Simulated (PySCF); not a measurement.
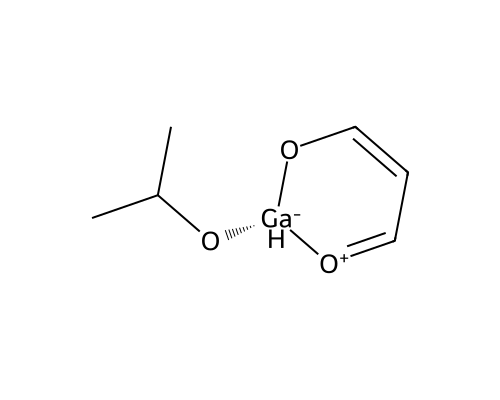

(Drawn from a calculation with PySCF.)

A structural formula.

Question: Give its SMILES.

Answer: CC(C)[O][Ga@@H-]1[O]C=CC=[O+]1

Question: Give the formula, hydrogens included.

Answer: C6H11GaO3.

Question: An optimisation with PBE0-D3(BJ)/def2-SVP gave a structure of which point group?

Answer: C1.
